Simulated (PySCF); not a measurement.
SMILES C[SiH2][SiH2]c1cccs1 (C5H10SSi2) at its GFN2-xTB optimised geometry (Å):

```
18

C     -1.8797     2.0339     2.9605
Si    -0.4776     3.0538     2.1799
Si     0.0397     2.2490     0.0667
C     -0.1875     0.3856    -0.0028
C      0.7542    -0.6005     0.0020
C      0.2182    -1.9060     0.0000
C     -1.1387    -1.9060     0.0000
S     -1.7780    -0.3116     0.0000
H     -2.7720     2.0532     2.3402
H     -1.5890     0.9930     3.0776
H     -2.1528     2.4107     3.9422
H      0.6714     3.0110     3.0984
H     -0.9073     4.4594     2.1318
H      1.4344     2.4683    -0.3400
H     -0.8026     2.8011    -1.0043
H      1.8095    -0.3913     0.0021
H      0.8151    -2.8011    -0.0025
H     -1.8095    -2.7424    -0.0033
```

Computed with PBE0/def2-SVP (PySCF).

Map of the deformation density (molecule minus spherical neutral atoms) (e/bohr³) on the plane z = 1.0 Å:

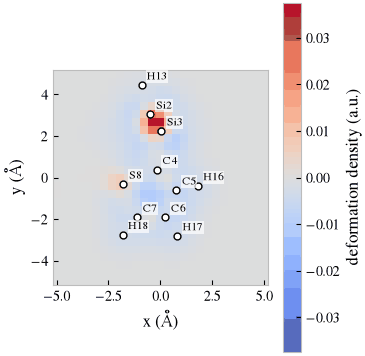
Figure: Deformation density (molecule minus spherical neutral atoms) (e/bohr³) on the plane z = 1.0 Å.
